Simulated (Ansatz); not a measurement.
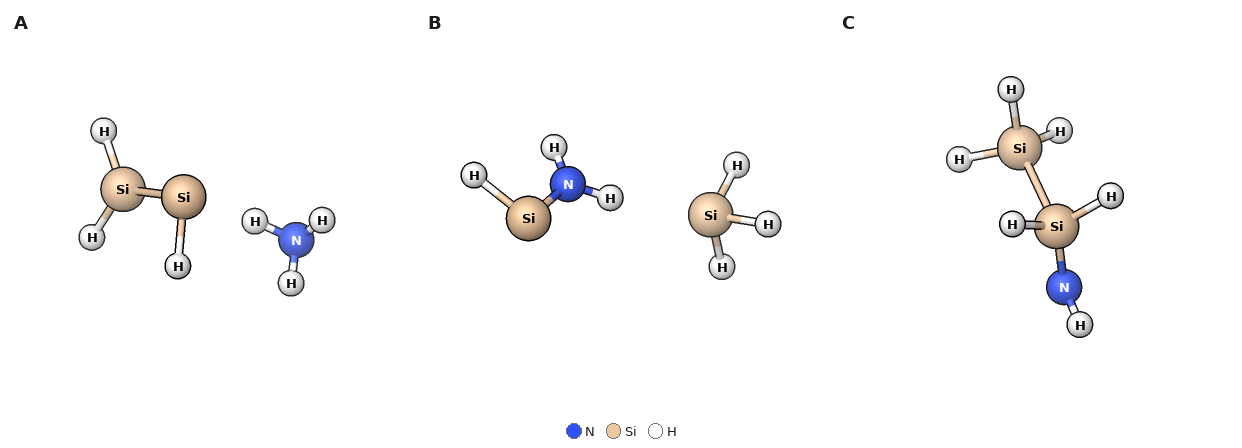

3 stationary structures of one formula. Charge −1, singlet. Geometries: PBE0-D4/def2-TZVPD. Electronic energies: RHF-CCSD(T) (frozen core)/def2-TZVPPD (Ansatz 0.2.0), without zero-point energy. No frequency run is at hand to confirm each as a minimum. Each is one conformer, not always the lowest.

Which structure is the most stable?

Answer. C is lowest; A lies 0.848 eV above it, B lies 0.999 eV above it.
